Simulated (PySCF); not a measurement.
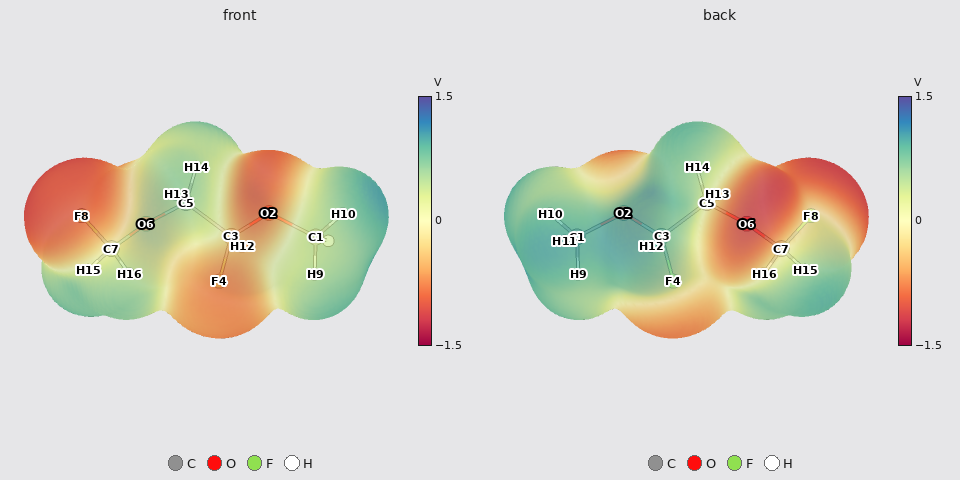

The picture shows: C4H8F2O2. The molecular electrostatic potential painted on the density surface at 0.002 e/bohr³, seen from the front and from behind; the colour scale runs from red (negative) to blue (positive).

Geometry: PBE0-D3(BJ)/def2-SVP.

All numbers below come from PBE0/pcSseg-1, SCF density, gas phase, non-relativistic in PySCF 2.14.0.

```yaml
atoms:
  - { symbol: C, position_ang: [2.7867, -0.4808, -0.2995] }
  - { symbol: O, position_ang: [1.6174, -0.1273, 0.3970] }
  - { symbol: C, position_ang: [0.5298, 0.1182, -0.3843] }
  - { symbol: F, position_ang: [0.0922, -1.0493, -0.9894] }
  - { symbol: C, position_ang: [-0.5722, 0.6608, 0.4969] }
  - { symbol: O, position_ang: [-1.7124, 0.9814, -0.2577] }
  - { symbol: C, position_ang: [-2.6919, 0.0239, -0.2829] }
  - { symbol: F, position_ang: [-3.3684, -0.0144, 0.9074] }
  - { symbol: H, position_ang: [2.6538, -1.4220, -0.8563] }
  - { symbol: H, position_ang: [3.5824, -0.6127, 0.4444] }
  - { symbol: H, position_ang: [3.0862, 0.3136, -1.0082] }
  - { symbol: H, position_ang: [0.7594, 0.8141, -1.2168] }
  - { symbol: H, position_ang: [-0.7903, -0.0736, 1.2899] }
  - { symbol: H, position_ang: [-0.2086, 1.5779, 0.9828] }
  - { symbol: H, position_ang: [-3.3979, 0.3108, -1.0776] }
  - { symbol: H, position_ang: [-2.2803, -0.9843, -0.4627] }
```

Question: Which sites attract a positive test charge, and which a negative one?

Answer: A positive charge is drawn to the negative regions and a negative charge to the positive ones. The most negative region (about −1.2 V) lies over O6 and F8, the most positive (about +1.0 V) over the C and H atoms.

Question: How polar is the molecule by this calculation?

Answer: Its dipole moment is 2.69 D.
